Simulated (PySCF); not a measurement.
**One shape, several levels: BBr2F (dibromofluoroborane)**

Aim: a comparison of 6 runs (HF/3-21G, PBE0/def2-SVP, r2SCAN/6-31G*, B3LYP/6-31G*, BLYP/pcseg-2, CCSD/6-31G*) of BBr2F (dibromofluoroborane). The job is set up through a Python script.

Program for the calculation: PySCF 2.14.0.

### 1 The structure to begin with

BBr2F has 4 atoms, charge 0, and is taken as a singlet. SMILES: `FB(Br)Br`. The shape is that of a PBE0-D4/def2-TZVP optimisation.

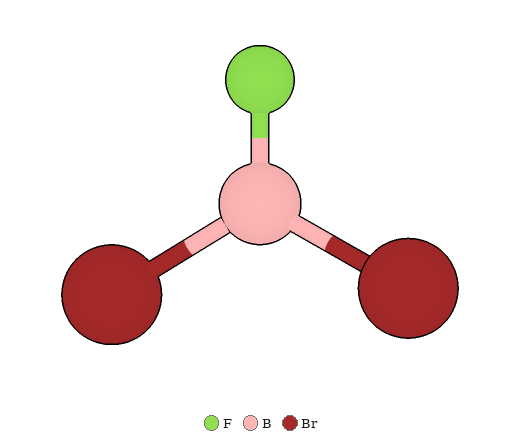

The structure, seen from a chosen angle (fluorine green, boron pink, bromine red).

### 2 Energy and gradient at HF/3-21G (run 1)

calc.py reads:

```python
import pyscf.grad
from pyscf import gto

mol = gto.Mole()
mol.atom = [
    ('F', (1.316550, 0.465960, 0.364370)),
    ('B', (0.123960, 0.043770, 0.034160)),
    ('Br', (-0.483040, -1.629420, 0.701450)),
    ('Br', (-0.957470, 1.119690, -1.099980)),
]
mol.max_memory = 1860
mol.charge = 0
mol.verbose = 4
mol.basis = '3-21g'
mol.build()

mf = mol.RHF()
mf.conv_tol = 1e-10
mf.kernel()
if not mf.converged:
    mf = mf.newton().run(mf.mo_coeff, mf.mo_occ)

e_final = mf.e_tot
print('Final energy', e_final)
grad = mf.Gradients().kernel()
dip = mf.dip_moment()
pop, q = mf.mulliken_pop()
```

The run is started by

```console
$ OMP_NUM_THREADS=1 python calc.py
```

The program printed:

```text
PySCF version 2.14.0

[... 58 lines left out ...]
converged SCF energy = -5243.66120926682
Final energy -5243.66120926682
[... 10 lines left out ...]
Dipole moment(X, Y, Z, Debye): -0.12912, -0.04617, -0.03629
[... 67 lines left out ...]
charge of    3Br =     -0.07624
```

Wall time 2.6 s (1 thread of Arm Neoverse V1, shared host); peak memory 0.13 GiB.

### 3 Energy and forces at PBE0/def2-SVP (run 2)

job.py reads:

```python
from pyscf import gto, dft

molecule = gto.M(
    atom='''
F        1.316550       0.465960       0.364370
B        0.123960       0.043770       0.034160
Br      -0.483040      -1.629420       0.701450
Br      -0.957470       1.119690      -1.099980
''',
    max_memory=1860,
    verbose=4,
    basis='def2-svp',
    spin=0,
)

mf = dft.RKS(molecule)
mf.xc = 'pbe0'
mf.conv_tol = 1e-10
mf.grids.level = 5
mf.kernel()
if not mf.converged:
    mf = mf.newton().run(mf.mo_coeff, mf.mo_occ)

e_tot = mf.e_tot
print(f'total energy: {e_tot:.8f} hartree')
grad = mf.nuc_grad_method().kernel()
mf.analyze()
```

The run is started by

```console
$ OMP_NUM_THREADS=1 python job.py
```

The program printed:

```text
PySCF version 2.14.0

[... 86 lines left out ...]
Nuclear Repulsion Energy =             430.663016623795897
[... 13 lines left out ...]
MO #8   energy= -56.4361031002967  occ= 2
[... 11 lines left out ...]
MO #20  energy= -6.59731221840887  occ= 2
[... 11 lines left out ...]
MO #32  energy= -0.841622043134959 occ= 2
[... 11 lines left out ...]
MO #44  energy= 0.0343164997285963 occ= 0
[... 11 lines left out ...]
MO #56  energy= 0.511227311824842  occ= 0
[... 11 lines left out ...]
MO #68  energy= 1.05409043779919   occ= 0
[... 11 lines left out ...]
MO #80  energy= 3.28684041686356   occ= 0
[... 11 lines left out ...]
MO #92  energy= 3.81308946343434   occ= 0
[... 99 lines left out ...]
Dipole moment(X, Y, Z, Debye): -0.23072, -0.08194, -0.06412
```

Run time: 26 s. Hardware: 1 thread of Arm Neoverse V1, shared host; peak memory 0.9 GiB.

Runs 3 to 4 aren't shown in full; the table further down has their settings and results.

### 4 Energy and forces at BLYP/pcseg-2 (run 5)

input.py reads:

```python
import pyscf.grad
from pyscf import gto, dft

molecule = gto.M(
    atom='''
F    1.316550   0.465960   0.364370
B    0.123960   0.043770   0.034160
Br  -0.483040  -1.629420   0.701450
Br  -0.957470   1.119690  -1.099980
''',
    charge=0,
    basis='pcseg-2',
    max_memory=1860,
    verbose=4,
)

calc0 = dft.RKS(molecule, xc='blyp')
calc0.grids.level = 5
calc0.conv_tol = 1e-10
calc0.kernel()
if not calc0.converged:
    calc0 = calc0.newton().run(calc0.mo_coeff, calc0.mo_occ)

etot = calc0.e_tot
print(f'total energy: {etot:.8f} hartree')
grad = calc0.Gradients().kernel()
calc0.analyze()
```

The run is started by

```console
$ OMP_NUM_THREADS=1 python input.py
```

The program printed:

```text
PySCF version 2.14.0

[... 97 lines left out ...]
MO #2   energy= -481.059842975258  occ= 2
[... 17 lines left out ...]
MO #20  energy= -6.28142558009807  occ= 2
[... 17 lines left out ...]
MO #38  energy= -0.334701842094603 occ= 2
[... 17 lines left out ...]
MO #56  energy= 0.234892101504549  occ= 0
[... 17 lines left out ...]
MO #74  energy= 0.820138446896568  occ= 0
[... 17 lines left out ...]
MO #92  energy= 1.44690679325438   occ= 0
[... 17 lines left out ...]
MO #110 energy= 1.96642072704167   occ= 0
[... 17 lines left out ...]
MO #128 energy= 3.6575069889807    occ= 0
[... 17 lines left out ...]
MO #146 energy= 8.05394628533693   occ= 0
[... 153 lines left out ...]
Dipole moment(X, Y, Z, Debye): -0.29112, -0.10326, -0.08075
```

It took 2 min on 1 thread of Arm Neoverse V1, shared host; peak memory 1.7 GiB.

### 5 A single-point energy at CCSD/6-31G(d) (spherical functions) (run 6)

job.py reads:

```python
from pyscf import gto, cc

mol = gto.Mole()
mol.atom = [
    ('F', (1.316550, 0.465960, 0.364370)),
    ('B', (0.123960, 0.043770, 0.034160)),
    ('Br', (-0.483040, -1.629420, 0.701450)),
    ('Br', (-0.957470, 1.119690, -1.099980)),
]
mol.max_memory = 1860
mol.basis = '6-31g*'
mol.verbose = 4
mol.charge = 0
mol.build()

myscf = mol.RHF()
myscf.conv_tol = 1e-10
myscf.kernel()
if not myscf.converged:
    myscf = myscf.newton().run(myscf.mo_coeff, myscf.mo_occ)

mycc = cc.CCSD(myscf, frozen=20)
mycc.kernel()
e_tot = mycc.e_tot
print('E = %.10f Eh' % e_tot)
myscf.analyze()
```

The run is started by

```console
$ OMP_NUM_THREADS=1 python job.py
```

The program printed:

```text
PySCF version 2.14.0

[... 91 lines left out ...]
Nuclear Repulsion Energy =             430.663016623795897
[... 13 lines left out ...]
MO #8   energy= -58.5746857426327  occ= 2
[... 11 lines left out ...]
MO #20  energy= -7.48115678665159  occ= 2
[... 11 lines left out ...]
MO #32  energy= -1.07465396086034  occ= 2
[... 11 lines left out ...]
MO #44  energy= 0.158987527371299  occ= 0
[... 11 lines left out ...]
MO #56  energy= 0.682716159801429  occ= 0
[... 11 lines left out ...]
MO #68  energy= 1.15681850947963   occ= 0
[... 11 lines left out ...]
MO #80  energy= 2.60673061926787   occ= 0
[... 11 lines left out ...]
MO #92  energy= 5.54951911767532   occ= 0
[... 99 lines left out ...]
Dipole moment(X, Y, Z, Debye): -0.11906, -0.04256, -0.03341
```

Run time: 32 s. Hardware: 1 thread of Arm Neoverse V1, shared host; peak memory 0.47 GiB.

### 6 All runs side by side

| run | level | integration grid | Cartesian functions | energy (Eh) | dipole moment (D) of the reference | HOMO energy (eV) | LUMO energy (eV) | wall time |
| --- | --- | --- | --- | --- | --- | --- | --- | --- |
| 1 | HF/3-21G | – | no | -5243.661209 | 0.14 | -11.44 | 2.56 | 2.6 s |
| 2 | PBE0/def2-SVP | 5 | no | -5271.693744 | 0.25 | -8.52 | -1.18 | 26 s |
| 3 | r2SCAN/6-31G* (spherical functions) | 5 | no | -5272.411387 | 0.02 | -7.59 | -1.80 | 50 s |
| 4 | B3LYP/6-31G* (Cartesian functions) | 5 | yes | -5272.583108 | 0.01 | -8.24 | -1.31 | 36 s |
| 5 | BLYP/pcseg-2 | 5 | no | -5273.329416 | 0.32 | -7.16 | -2.13 | 2 min |
| 6 | CCSD/6-31G* (spherical functions) | – | no | -5269.204440 | 0.13 | -11.59 | 2.66 | 32 s |

### 7 Results

```
                                           quantity           value
                                run 6: total energy  -5269.20444 Eh
        run 6: dipole moment (Hartree–Fock density)          0.13 D
         run 6: HOMO energy (Hartree–Fock orbitals)       -11.59 eV
         run 6: LUMO energy (Hartree–Fock orbitals)         2.66 eV
       run 6: HOMO–LUMO gap (Hartree–Fock orbitals)        14.25 eV
run 6: correlation energy (20 core orbitals frozen)      -749.0 mEh
                               run 6: T1 diagnostic           0.010
```

In words: Over runs 1, 2, 3, 4, 5 the dipole moment (its size) runs from 0.01 D (B3LYP/6-31G*) to 0.32 D (BLYP/pcseg-2). The two ends differ in method and basis. Over runs 1, 2, 3, 4, 5 the HOMO–LUMO gap runs from 5.03 eV (BLYP/pcseg-2) to 14.00 eV (HF/3-21G). Totals of different functionals can't be ranked against each other. All runs together took 4.4 min, the longest 2 min.
